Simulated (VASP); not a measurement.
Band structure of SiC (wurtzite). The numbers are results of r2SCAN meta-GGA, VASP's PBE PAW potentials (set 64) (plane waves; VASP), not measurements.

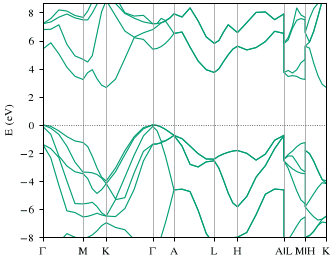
Figure: Bands along high-symmetry lines, zero at the valence-band maximum or, without a gap, the Fermi level

Question: Read the plot: is there a gap, and where are the band edges?

Answer: The gap is indirect, 2.66 eV, from the valence maximum at Γ to the conduction minimum at K.

Measured: gap 3.33 eV (computed value off by -0.67 eV), as given by Daiki Deguchi et al., Japanese Journal of Applied Physics (2016), arXiv:1512.06930.

The compound is SiC in the wurtzite structure, the rare 2H polytype. It was relaxed first.
